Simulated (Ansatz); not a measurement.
# HBr with SiH3Cl: superposition error and deformation, part 3 of 3

Ansatz 0.2.0, Gaussian basis. The steps go on from the part before.

### Step 19. B3LYP-D4/def2-TZVPPD

The inputs:

free-a/in.yaml

```yaml
crystal:
  periodic: [false, false, false]
  atoms:
    - {symbol: Br, position_ang: [0.495316, 0.396745, -2.972457]}
    - {symbol: H, position_ang: [-0.517448, -0.099272, -2.108619]}
basis:
  gaussian: {orbitals: "def2-TZVPPD.json"}
hamiltonian: {xc: {name: B3LYP}, dispersion: d4}
```

free-b/in.yaml

```yaml
crystal:
  periodic: [false, false, false]
  atoms:
    - {symbol: Si, position_ang: [0.109130, -0.017252, 1.077505]}
    - {symbol: Cl, position_ang: [-1.564389, -0.692562, 0.097635]}
    - {symbol: H, position_ang: [0.302790, 1.413035, 0.746869]}
    - {symbol: H, position_ang: [1.272571, -0.813741, 0.625223]}
    - {symbol: H, position_ang: [-0.097869, -0.186954, 2.533845]}
basis:
  gaussian: {orbitals: "def2-TZVPPD.json"}
hamiltonian: {xc: {name: B3LYP}, dispersion: d4}
```

One command serves all of them, each in its own folder.

Launch:

```sh
$ ansatz run in.yaml --threads 4 --pin off --events-out ev --progress --plain --max-ram 9574MiB
```

Log of free-a, shortened:

```text
Functional definition: B3LYP
  name "B3LYP"
  cite "Stephens, Devlin, Chabalowski & Frisch, J. Phys. Chem. 98, 11623 (1994) doi:10.1021/j100096a001"
  cite "Becke, Phys. Rev. A 38, 3098 (1988) doi:10.1103/PhysRevA.38.3098"
  cite "Lee, Yang & Parr, Phys. Rev. B 37, 785 (1988) doi:10.1103/PhysRevB.37.785"
  cite "Vosko, Wilk & Nusair, Can. J. Phys. 58, 1200 (1980) doi:10.1139/p80-159"
[...]
515 factors; their error is unknown
[...]
mean field -70063.61974182 eV, -2574.7905346848 hartree, gradient 6.3e-6 eV, S^2 0.000000; 0 other end points of the search recorded, 0 dependent functions left out
reference -70063.61993042 eV, -2574.7905416156 hartree; 18, 18 occupied and 56, 56 virtual orbitals, 515 factors
Total energy: -70063.63106383 eV, -2574.7909507611 hartree
```

Output in free-b, shortened:

```text
[... 6 set-up lines as earlier in the session ...]
[...]
826 factors; their error is unknown
[...]
mean field -20452.05187010 eV, -751.5990433276 hartree, gradient 6.9e-5 eV, S^2 0.000000; 0 other end points of the search recorded, 0 dependent functions left out
reference -20452.05212077 eV, -751.5990525394 hartree; 17, 17 occupied and 133, 133 virtual orbitals, 826 factors
Total energy: -20452.17520916 eV, -751.6035759543 hartree
```

They took 0.3 s (free-a), 0.85 s (free-b) on 4 threads of Arm Neoverse V2, shared host.

### Step 20. wB97X-V/def2-TZVPPD

Each input of step 19 (free-a, free-b) changes in the same lines:

```diff
-hamiltonian: {xc: {name: B3LYP}, dispersion: d4}
+hamiltonian: {xc: {name: wB97X-V}}
```

Each run has its own folder and the same command.

Launch:

```sh
$ ansatz run in.yaml --threads 4 --pin off --events-out ev --progress --plain --max-ram 9574MiB
```

free-a printed, shortened:

```text
[... 5 set-up lines as earlier in the session ...]
[...]
      + integral(e_c_pw_opposite_spin*poly(b97_u_opposite, cos0, cos1)) + vv10(b, c)
515 factors; their error is unknown
102 factors; integrals over basis functions are off by at most 6.0e-5 eV
[...]
mean field -70056.31846644 eV, -2574.5222177633 hartree, gradient 1.7e-5 eV, S^2 0.000000; 0 other end points of the search recorded, 0 dependent functions left out
reference -70056.31846464 eV, -2574.5222176973 hartree; 18, 18 occupied and 56, 56 virtual orbitals, 515 factors
Total energy: -70056.31846464 eV, -2574.5222176973 hartree
```

Output in free-b, shortened:

```text
[... 5 set-up lines as earlier in the session ...]
[...]
      + integral(e_c_pw_opposite_spin*poly(b97_u_opposite, cos0, cos1)) + vv10(b, c)
819 factors; their error is unknown
203 factors; integrals over basis functions are off by at most 3.6e-5 eV
[...]
mean field -20447.83034280 eV, -751.4439050606 hartree, gradient 3.1e-5 eV, S^2 0.000000; 0 other end points of the search recorded, 0 dependent functions left out
reference -20447.83034035 eV, -751.4439049707 hartree; 17, 17 occupied and 133, 133 virtual orbitals, 819 factors
Total energy: -20447.83034035 eV, -751.4439049707 hartree
```

Times: 0.6 s (free-a), 2 s (free-b) on 4 threads of Arm Neoverse V2, shared host.

### Step 21. wB97M-V/def2-TZVPPD

The same edit goes into each in.yaml of step 20 (free-a, free-b):

```diff
-hamiltonian: {xc: {name: wB97X-V}}
+hamiltonian: {xc: {name: wB97M-V}}
```

Each run has its own folder and the same command.

Launch:

```sh
$ ansatz run in.yaml --threads 4 --pin off --events-out ev --progress --plain --max-ram 9574MiB
```

free-a printed, shortened:

```text
[... 5 set-up lines as earlier in the session ...]
  # Of w^i u^j: cxij and so on, Table III.
[...]
  gx(w, u) = 1 - cx + cx01*u + cx10*w
[...]
      + integral(e_c_pw_mod_opposite_spin*gos(b97_w_opposite, b97_u_opposite)) + vv10(b, c)
508 factors; their error is unknown
102 factors; integrals over basis functions are off by at most 6.0e-5 eV
[...]
mean field -70058.70045900 eV, -2574.6097543754 hartree, gradient 1.6e-5 eV, S^2 0.000000; 0 other end points of the search recorded, 0 dependent functions left out
reference -70058.70050869 eV, -2574.6097562014 hartree; 18, 18 occupied and 56, 56 virtual orbitals, 508 factors
Total energy: -70058.70050869 eV, -2574.6097562014 hartree
```

Output in free-b, shortened:

```text
[... 5 set-up lines as earlier in the session ...]
  # Of w^i u^j: cxij and so on, Table III.
[...]
  gx(w, u) = 1 - cx + cx01*u + cx10*w
[...]
      + integral(e_c_pw_mod_opposite_spin*gos(b97_w_opposite, b97_u_opposite)) + vv10(b, c)
814 factors; their error is unknown
203 factors; integrals over basis functions are off by at most 3.6e-5 eV
[...]
mean field -20449.44900483 eV, -751.5033897932 hartree, gradient 7.2e-6 eV, S^2 0.000000; 0 other end points of the search recorded, 0 dependent functions left out
reference -20449.44906757 eV, -751.5033920986 hartree; 17, 17 occupied and 133, 133 virtual orbitals, 814 factors
Total energy: -20449.44906757 eV, -751.5033920986 hartree
```

Times: 0.7 s (free-a), 2.3 s (free-b) on 4 threads of Arm Neoverse V2, shared host.

### Step 22. B2PLYP/def2-TZVPPD

Each input of step 21 (free-a, free-b) changes in the same lines:

```diff
-hamiltonian: {xc: {name: wB97M-V}}
+hamiltonian: {xc: {name: B2PLYP}}
```

The same command starts each run, in its folder.

Launch:

```sh
$ ansatz run in.yaml --threads 4 --pin off --events-out ev --progress --plain --max-ram 9574MiB
```

Output in free-a, shortened:

```text
[... 5 set-up lines as earlier in the session ...]
[...]
448 factors; integrals over basis functions are off by at most 1.5e-3 eV
[...]
mean field -70049.80359964 eV, -2574.2828008246 hartree, gradient 2.0e-6 eV, S^2 0.000000; 0 other end points of the search recorded, 0 dependent functions left out
9 core orbitals not correlated: weight in the atoms' cores, before any rotation towards them, 1.000 or more for the frozen orbitals, at most 0.000 for the correlated occupied ones
reference -70049.80371494 eV, -2574.2828050616 hartree; 9, 9 occupied and 56, 56 virtual orbitals, 448 factors
second order -9.29735602 eV of doubles, -0.00000000 eV of singles
Total energy: -70052.31400106 eV, -2574.3750563752 hartree
```

free-b printed, shortened:

```text
[... 5 set-up lines as earlier in the session ...]
[...]
841 factors; integrals over basis functions are off by at most 7.7e-4 eV
[...]
mean field -20441.16021742 eV, -751.1987824742 hartree, gradient 2.3e-6 eV, S^2 0.000000; 0 other end points of the search recorded, 0 dependent functions left out
10 core orbitals not correlated: weight in the atoms' cores, before any rotation towards them, 1.000 or more for the frozen orbitals, at most 0.000 for the correlated occupied ones
reference -20441.16037681 eV, -751.1987883316 hartree; 7, 7 occupied and 133, 133 virtual orbitals, 841 factors
second order -10.69486398 eV of doubles, -0.00000000 eV of singles
Total energy: -20444.04799008 eV, -751.3049061621 hartree
```

Times: 0.4 s (free-a), 1.2 s (free-b) on 4 threads of Arm Neoverse V2, shared host.

### Step 23. BLYP-D4/def2-TZVPPD

The same edit goes into each in.yaml of step 22 (free-a, free-b):

```diff
-hamiltonian: {xc: {name: B2PLYP}}
+hamiltonian: {xc: {name: BLYP}, dispersion: d4}
```

One command serves all of them, each in its own folder.

Launch:

```sh
$ ansatz run in.yaml --threads 4 --pin off --events-out ev --progress --plain --max-ram 9574MiB
```

Output in free-a, shortened:

```text
[... 4 set-up lines as earlier in the session ...]
[...]
479 factors; their error is unknown
[...]
mean field -70063.42413975 eV, -2574.7833464414 hartree, gradient 1.9e-5 eV, S^2 0.000000; 0 other end points of the search recorded, 0 dependent functions left out
reference -70063.42439936 eV, -2574.7833559819 hartree; 18, 18 occupied and 56, 56 virtual orbitals, 479 factors
Total energy: -70063.44037128 eV, -2574.7839429389 hartree
```

Log of free-b, shortened:

```text
[... 4 set-up lines as earlier in the session ...]
[...]
806 factors; their error is unknown
[...]
mean field -20450.58311123 eV, -751.5450674344 hartree, gradient 6.1e-5 eV, S^2 0.000000; 0 other end points of the search recorded, 0 dependent functions left out
reference -20450.58344002 eV, -751.5450795173 hartree; 17, 17 occupied and 133, 133 virtual orbitals, 806 factors
Total energy: -20450.75137005 eV, -751.5512508322 hartree
```

They took 0.3 s (free-a), 0.7 s (free-b) on 4 threads of Arm Neoverse V2, shared host.

### Step 24. revPBE-D4/def2-TZVPPD

The same edit goes into each in.yaml of step 23 (free-a, free-b):

```diff
-hamiltonian: {xc: {name: BLYP}, dispersion: d4}
+hamiltonian: {xc: {name: revPBE}, dispersion: d4}
```

The same command starts each run, in its folder.

Launch:

```sh
$ ansatz run in.yaml --threads 4 --pin off --events-out ev --progress --plain --max-ram 9574MiB
```

Output in free-a, shortened:

```text
[... 4 set-up lines as earlier in the session ...]
[...]
479 factors; their error is unknown
[...]
mean field -70056.79573285 eV, -2574.5397569804 hartree, gradient 3.8e-5 eV, S^2 0.000000; 0 other end points of the search recorded, 0 dependent functions left out
reference -70056.79578986 eV, -2574.5397590756 hartree; 18, 18 occupied and 56, 56 virtual orbitals, 479 factors
Total energy: -70056.82093234 eV, -2574.5406830448 hartree
```

free-b printed, shortened:

```text
[... 4 set-up lines as earlier in the session ...]
[...]
806 factors; their error is unknown
[...]
mean field -20446.93699471 eV, -751.4110751239 hartree, gradient 2.9e-5 eV, S^2 0.000000; 0 other end points of the search recorded, 0 dependent functions left out
reference -20446.93705714 eV, -751.4110774184 hartree; 17, 17 occupied and 133, 133 virtual orbitals, 806 factors
Total energy: -20447.16233406 eV, -751.4193561924 hartree
```

They took 0.25 s (free-a), 0.6 s (free-b) on 4 threads of Arm Neoverse V2, shared host.

### Step 25. B97M-V/def2-TZVPPD

The same edit goes into each in.yaml of step 24 (free-a, free-b):

```diff
-hamiltonian: {xc: {name: revPBE}, dispersion: d4}
+hamiltonian: {xc: {name: B97M-V}}
```

Each run has its own folder and the same command.

Launch:

```sh
$ ansatz run in.yaml --threads 4 --pin off --events-out ev --progress --plain --max-ram 9574MiB
```

Output in free-a, shortened:

```text
[... 5 set-up lines as earlier in the session ...]
  # Of w^i u^j: cxij and so on, Table III.
[...]
  gx(w, u) = cx00 + cx01*u + cx02*u^2 + (cx10 + cx11*u)*w
[...]
  gos(w, u) = cos00 + cos01*u + cos03*u^3 + cos10*w + cos32*w^3*u^2
[...]
      + integral(e_c_pw_mod_opposite_spin*gos(b97_w_opposite, b97_u_opposite)) + vv10(b, c)
479 factors; their error is unknown
[...]
mean field -70050.15837610 eV, -2574.2958386191 hartree, gradient 2.4e-5 eV, S^2 0.000000; 0 other end points of the search recorded, 0 dependent functions left out
reference -70050.15843997 eV, -2574.2958409661 hartree; 18, 18 occupied and 56, 56 virtual orbitals, 479 factors
Total energy: -70050.15843997 eV, -2574.2958409661 hartree
```

Output in free-b, shortened:

```text
[... 5 set-up lines as earlier in the session ...]
  # Of w^i u^j: cxij and so on, Table III.
[...]
  gx(w, u) = cx00 + cx01*u + cx02*u^2 + (cx10 + cx11*u)*w
[...]
  gos(w, u) = cos00 + cos01*u + cos03*u^3 + cos10*w + cos32*w^3*u^2
[...]
      + integral(e_c_pw_mod_opposite_spin*gos(b97_w_opposite, b97_u_opposite)) + vv10(b, c)
806 factors; their error is unknown
[...]
mean field -20445.64626743 eV, -751.3636417712 hartree, gradient 2.2e-5 eV, S^2 0.000000; 0 other end points of the search recorded, 0 dependent functions left out
reference -20445.64634010 eV, -751.3636444419 hartree; 17, 17 occupied and 133, 133 virtual orbitals, 806 factors
Total energy: -20445.64634010 eV, -751.3636444419 hartree
```

Times: 0.7 s (free-a), 2.2 s (free-b) on 4 threads of Arm Neoverse V2, shared host.

### Step 26. HSE06-D4/def2-TZVPPD

Each input of step 25 (free-a, free-b) changes in the same lines:

```diff
-hamiltonian: {xc: {name: B97M-V}}
+hamiltonian: {xc: hse06, dispersion: d4}
```

One command serves all of them, each in its own folder.

Launch:

```sh
$ ansatz run in.yaml --threads 4 --pin off --events-out ev --progress --plain --max-ram 9574MiB
```

Output in free-a, shortened:

```text
[... 6 set-up lines as earlier in the session ...]
[...]
531 factors; their error is unknown
36 factors; integrals over basis functions are off by at most 9.7e-5 eV
[...]
mean field -70054.73058581 eV, -2574.4638642267 hartree, gradient 8.9e-5 eV, S^2 0.000000; 0 other end points of the search recorded, 0 dependent functions left out
reference -70054.73062364 eV, -2574.4638656168 hartree; 18, 18 occupied and 56, 56 virtual orbitals, 531 factors
Total energy: -70054.73569801 eV, -2574.4640520966 hartree
```

Output in free-b, shortened:

```text
[... 6 set-up lines as earlier in the session ...]
[...]
833 factors; their error is unknown
77 factors; integrals over basis functions are off by at most 2.1e-5 eV
[...]
mean field -20442.96731967 eV, -751.2651922571 hartree, gradient 1.4e-5 eV, S^2 0.000000; 0 other end points of the search recorded, 0 dependent functions left out
reference -20442.96737005 eV, -751.2651941084 hartree; 17, 17 occupied and 133, 133 virtual orbitals, 833 factors
Total energy: -20443.02551427 eV, -751.2673308690 hartree
```

They took 0.35 s (free-a), 0.85 s (free-b) on 4 threads of Arm Neoverse V2, shared host.

### Step 27. CCSD(T)/def2-TZVPPD

The same edit goes into each in.yaml of step 26 (free-a, free-b):

```diff
-hamiltonian: {xc: hse06, dispersion: d4}
+correlation: {method: ccsd_t}
```

The same command starts each run, in its folder.

Launch:

```sh
$ ansatz run in.yaml --threads 4 --pin off --events-out ev --progress --plain --max-ram 9574MiB
```

Output in free-a, shortened:

```text
[... 4 set-up lines as earlier in the session ...]
[...]
448 factors; integrals over basis functions are off by at most 1.5e-3 eV
[...]
mean field -70014.95853030 eV, -2573.0022681451 hartree, gradient 1.7e-6 eV, S^2 0.000000; 0 other end points of the search recorded, 0 dependent functions left out
9 core orbitals not correlated: weight in the atoms' cores, before any rotation towards them, 1.000 or more for the frozen orbitals, at most 0.000 for the correlated occupied ones
reference -70014.95853030 eV, -2573.0022681451 hartree; 9, 9 occupied and 56, 56 virtual orbitals, 448 factors
second order -7.87999927 eV of doubles, -0.00000000 eV of singles
cycle   1  -7.96291132 eV  change   -8.3e-2 eV  update   4.5e-2
[...]
cycle   7  -8.14975440 eV  change    2.9e-6 eV  update   1.3e-5
perturbative correction -0.24559958 eV, -0.0090256180 hartree
Total energy: -70023.35388427 eV, -2573.3107917131 hartree
```

Log of free-b, shortened:

```text
[... 4 set-up lines as earlier in the session ...]
[...]
841 factors; integrals over basis functions are off by at most 7.7e-4 eV
[...]
mean field -20415.31170130 eV, -750.2488670276 hartree, gradient 1.3e-6 eV, S^2 0.000000; 0 other end points of the search recorded, 0 dependent functions left out
10 core orbitals not correlated: weight in the atoms' cores, before any rotation towards them, 1.000 or more for the frozen orbitals, at most 0.000 for the correlated occupied ones
reference -20415.31170130 eV, -750.2488670276 hartree; 7, 7 occupied and 133, 133 virtual orbitals, 841 factors
second order -8.77052236 eV of doubles, -0.00000000 eV of singles
cycle   1  -9.50811826 eV  change   -7.4e-1 eV  update   6.2e-2
[...]
cycle   8  -9.80148098 eV  change   -1.2e-5 eV  update   1.2e-5
perturbative correction -0.35614142 eV, -0.0130879558 hartree
Total energy: -20425.46932370 eV, -750.6221527658 hartree
```

They took 0.4 s (free-a), 3.4 s (free-b) on 4 threads of Arm Neoverse V2, shared host; peak memory 0.85 GiB.

### Step 28. The split

```tsv
method	interaction with counterpoise (kJ/mol)	without	superposition error	deformation	binding energy
PBE-D4	-11.96	-12.52	0.56	-0.13	-12.09
revPBE-D4	-9.91	-10.49	0.58	-0.25	-10.15
BLYP-D4	-10.26	-10.81	0.55	-0.51	-10.76
r2SCAN-D4	-9.98	-10.50	0.52	0.29	-9.69
B97M-V	-9.14	-9.83	0.69	0.62	-8.52
PBE0-D4	-10.94	-11.48	0.54	0.30	-10.64
B3LYP-D4	-10.43	-10.96	0.52	-0.07	-10.51
HSE06-D4	-10.95	-11.49	0.54	0.29	-10.66
wB97X-V	-9.10	-9.61	0.51	0.30	-8.80
wB97M-V	-9.12	-9.60	0.47	0.18	-8.94
B2PLYP	-4.80	-6.12	1.32	0.13	-4.67
Hartree-Fock	3.10	2.56	0.54	0.31	3.40
MP2	-9.19	-12.40	3.21	0.40	-8.79
CCSD	-5.41	-8.42	3.02	0.26	-5.15
CCSD(T)	-7.05	-10.34	3.29	0.20	-6.85
```

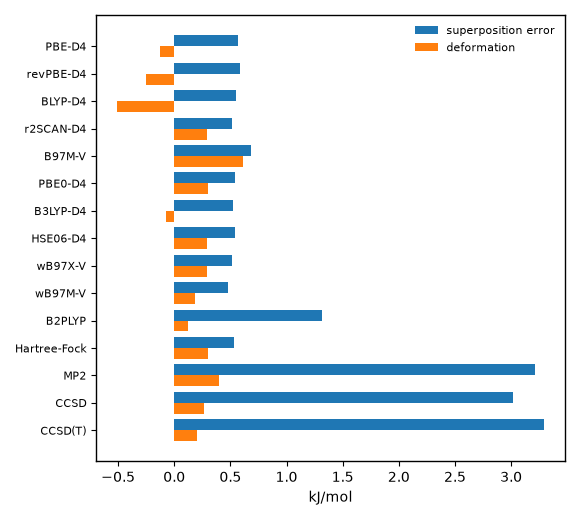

Superposition error and deformation energy by method.

### Step 29. Results

What follows sums up all 3 parts.

```
            quantity         value
interaction, CCSD(T)  -7.05 kJ/mol
 superposition error   3.29 kJ/mol
         deformation   0.20 kJ/mol
      binding energy  -6.85 kJ/mol
```

What this shows: In this basis the superposition error is 3.29 kJ/mol for CCSD(T) and 0.55 kJ/mol on average for the plain functionals: correlated methods borrow far more, since they need many more functions to converge. Deformation takes back 3 % of the interaction. The free shapes are PBE0-D4 minima, so other methods can show a small negative deformation energy.
